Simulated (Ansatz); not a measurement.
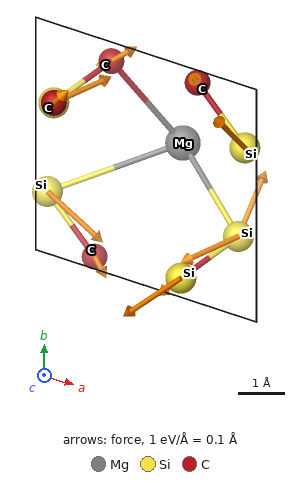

Starting geometry of a crystal of MgSi₆C₆ (a generated structure, set up in P1) (coarse preliminary run) with the computed forces as orange arrows. A ball-and-stick model of the cell of the calculation, reduced to other axes, seen along the c axis. Lengths and directions refer to the drawn axes.

Computed with Ansatz, DFT PBE, scalar-relativistic, plane waves, PAW.

Input file:
```yaml
crystal:
  lattice:
    - [5.05616463, 0.0, 0.0]
    - [-1.5755975, 4.80440353, 0.0]
    - [0.0, 0.0, 7.69686903]
  atoms:
    - { symbol: Mg, position: [0.3333, 0.3333, 0.75] }
    - { symbol: Si, position: [0.65722855, 0.08201197, 0.55334155] }
    - { symbol: Si, position: [0.65722855, 0.08201197, 0.94665845] }
    - { symbol: Si, position: [0.34277145, 0.91798803, 0.44665845] }
    - { symbol: Si, position: [0.91798803, 0.34277145, 0.05334155] }
    - { symbol: Si, position: [0.73302281, 0.9469049, 0.75] }
    - { symbol: Si, position: [0.26697719, 0.0530951, 0.25] }
    - { symbol: C, position: [0.34277145, 0.91798803, 0.05334155] }
    - { symbol: C, position: [0.91798803, 0.34277145, 0.44665845] }
    - { symbol: C, position: [0.08201197, 0.65722855, 0.94665845] }
    - { symbol: C, position: [0.08201197, 0.65722855, 0.55334155] }
    - { symbol: C, position: [0.9469049, 0.73302281, 0.75] }
    - { symbol: C, position: [0.0530951, 0.26697719, 0.25] }
basis:
  ecutwfc: 420
kpoints:
  mp_grid: { grid: [4, 4, 2] }
hamiltonian:
  xc: pbe
scf:
  occupations: { method: gaussian, width: 0.1 }
  lower_state_search: "off"
output:
  forces: true
  stress: true
  eigenvalues: true
relax:
  adjacent_minimum: "off"
  f_tol: 0.04
  max_steps: 70
  cell: { stress_tol: 0.4 }
```

Run as
```bash
ansatz run input.yaml --threads 1 --pin off --max-ram 2560MiB --backend cpu --events-out ev --progress --plain --runs-dir out
```

Q: Is this structure relaxed? If not, where do the atoms go?

A: It isn't relaxed: the largest force vector, on Si atoms, is 16.84 eV/Å. The final displacements follow the starting forces only in part (cosine between the two patterns 0.51). Si6 moves most relative to the cell: 1.16 Å along +a. By element the largest moves are Si 1.16 Å, C 0.69 Å, Mg 0.42 Å. The drawn cell changes as follows: a 5.056 → 5.133 Å (+1.5 %), b 5.056 → 6.036 Å (+19.4 %), c 7.697 → 7.212 Å (−6.3 %), α 90.0° → 82.7°, β 90.0° → 91.6°, γ 108.2° → 112.2°; the volume changes by +9.7 %. Among the contacts that change: Mg1–Si6 3.219 → 4.716 Å, Si2–Si7 3.031 → 4.167 Å, Si5–Si6 3.027 → 4.035 Å, Si4–C12 3.027 → 2.144 Å. Bond angles that change, for instance: Mg1–Si6–C12 73.8° → 136.6°, Si2–Si6–Si3 119.6° → 59.8°, Si4–C11–C12 119.6° → 79.6°. The space group stays P1 (No. 1). Over 29 accepted moves (31 points after the start) the energy falls by 1775 meV per atom. The largest force component goes from 14 to 0.023 eV/Å. The pressure goes from 42.30 to 0.04 GPa. At 2 points the geometry stayed and the basis and grid were re-selected for the new cell (energy shift of 9.2 meV per atom at most each time).

Limits of the set-up: the k-point mesh is coarse for a cell with partly filled bands.
